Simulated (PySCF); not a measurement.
# UHF/def2-SVP run of C2H6Al (SMILES [CH2][AlH][CH3])

What is the vertical doublet–quartet gap of C2H6Al at UHF/def2-SVP? Input form: a Python script.

The calculation is run with PySCF 2.14.0.

7 further runs of the same task are left out: 6 that didn't finish, 1 set aside as unsound or not needed.

## Step 1: The molecule

C2H6Al: 9 atoms, total charge 0, spin state doublet. SMILES: `[CH2][AlH][CH3]`. The coordinates come from a PBE0-D4/def2-TZVP relaxation. This is one conformer, not always the lowest.

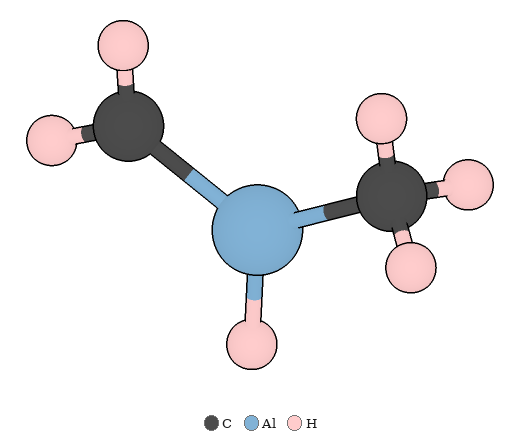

The structure, seen from a chosen angle (carbon dark grey, aluminium light blue, hydrogen pink).

## Step 2: A single-point energy at UHF/def2-SVP

The input, input.py:

```python
from pyscf import gto

system = gto.Mole()
system.atom = '''
C   -1.001700   0.881800  -1.329500
Al   0.228900   0.665000   0.139600
C    0.616200  -1.098800   0.880100
H   -1.528100   0.061200  -1.816400
H   -1.257300   1.842300  -1.775500
H    0.918900   1.966700   0.740100
H    0.137400  -1.910400   0.327000
H    1.694000  -1.291300   0.896200
H    0.280100  -1.162700   1.921100
'''
system.basis = 'def2-svp'
system.charge = 0
system.max_memory = 40
system.verbose = 4
system.spin = 1
system.build()

mf = system.UHF()
mf.direct_scf_tol = 1e-08
mf.conv_tol = 1e-08
mf.max_cycle = 60
mf.kernel()

energy = mf.e_tot
print('E(%s) = %.9f' % ('HF', energy))
```

On the command line:

```bash
$ OMP_NUM_THREADS=1 python input.py
```

Log:

```text
PySCF version 2.14.0

[... 157 lines left out ...]
converged SCF energy = -320.972329498829  <S^2> = 0.75776848  2S+1 = 2.0077535
E(HF) = -320.972329499
```

Wall time 4.2 s (1 thread of Arm Neoverse V1, shared host); peak memory 0.12 GiB.

## Step 3: The quartet, same level

The input, input.xyz:

```xyz
9

C     -1.001700     0.881800    -1.329500
Al     0.228900     0.665000     0.139600
C      0.616200    -1.098800     0.880100
H     -1.528100     0.061200    -1.816400
H     -1.257300     1.842300    -1.775500
H      0.918900     1.966700     0.740100
H      0.137400    -1.910400     0.327000
H      1.694000    -1.291300     0.896200
H      0.280100    -1.162700     1.921100
```

The input, run.py:

```python
from pyscf import gto, scf

molecule = gto.M(
    atom='input.xyz',
    max_memory=40,
    basis='def2-svp',
    spin=3,
    charge=0,
    verbose=3,
)

calc0 = scf.UHF(molecule)
calc0.max_cycle = 60
calc0.conv_tol = 1e-08
calc0.direct_scf_tol = 1e-08
calc0.kernel()

e_tot = calc0.e_tot
print(f'total energy: {e_tot:.8f} hartree')
```

On the command line:

```bash
$ OMP_NUM_THREADS=1 python run.py
```

Log:

```text
WARN: HOMO 0.05570795229682 >= LUMO -0.300177889332061

WARN: HOMO -0.150557346684344 >= LUMO -0.170042735016877

converged SCF energy = -320.75581144245  <S^2> = 3.7743682  2S+1 = 4.0121656
total energy: -320.75581144 hartree
```

It took 3.9 s on 1 thread of Arm Neoverse V1, shared host; peak memory 0.1 GiB.

## Step 4: Outcome

At UHF/def2-SVP:

```
                                        quantity          value
                           doublet: total energy  -320.97233 Eh
                          doublet: dipole moment         0.69 D
     doublet: HOMO energy (highest over α and β)      -10.36 eV
      doublet: LUMO energy (lowest over α and β)        1.11 eV
                                   doublet: ⟨S²⟩          0.758
                           quartet: total energy  -320.75581 Eh
                          quartet: dipole moment         5.22 D
     quartet: HOMO energy (highest over α and β)       -4.11 eV
      quartet: LUMO energy (lowest over α and β)       -2.17 eV
                                   quartet: ⟨S²⟩          3.774
vertical energy of the quartet above the doublet       5.892 eV
```

What this shows: At this shape the quartet lies 5.89 eV (568 kJ/mol) above the doublet. Mulliken charges (quartet) run from -0.40 on C1 to +0.20 on Al2.
